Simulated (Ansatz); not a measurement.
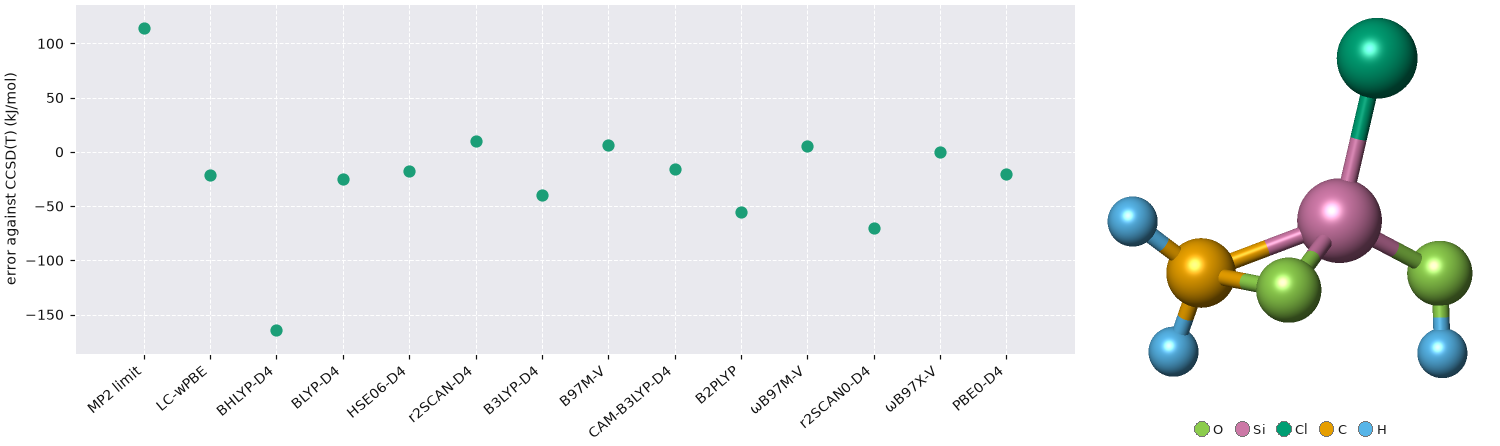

Error in the electronic atomisation energy (method less reference, so positive means overbinding) of CH₃ClO₂Si, SMILES O[Si@@]1(Cl)CO1: functionals in def2-TZVPP against frozen-core CCSD(T) at the limit (MP2 extrapolated from triple and quadruple zeta, plus CCSD(T) less MP2 in a smaller set), which gives 3133.2 kJ/mol, at a PBE0-D4/def2-TZVP geometry (a minimum by its frequencies), no zero-point or spin-orbit term, the Ansatz code. The reference leaves out core correlation, a term that grows with the number of heavy atoms. B2PLYP holds a correlation term that converges slowly with the basis, so part of the distance to the limit is basis error. No dispersion term is added to LC-wPBE and B2PLYP. Limit means the basis limit.

> What range do the values span?

From −163.9 kJ/mol (BHLYP-D4) to 114.2 kJ/mol (MP2 limit).

> Which of these levels overbind, and which underbind?

Overbind: MP2 limit. Underbind: BHLYP-D4, B3LYP-D4, B2PLYP and r2SCAN0-D4. Within 25 kJ/mol of zero, too close to call in view of what the reference leaves out: LC-wPBE, BLYP-D4, HSE06-D4, r2SCAN-D4, B97M-V, CAM-B3LYP-D4, ωB97M-V, ωB97X-V and PBE0-D4.
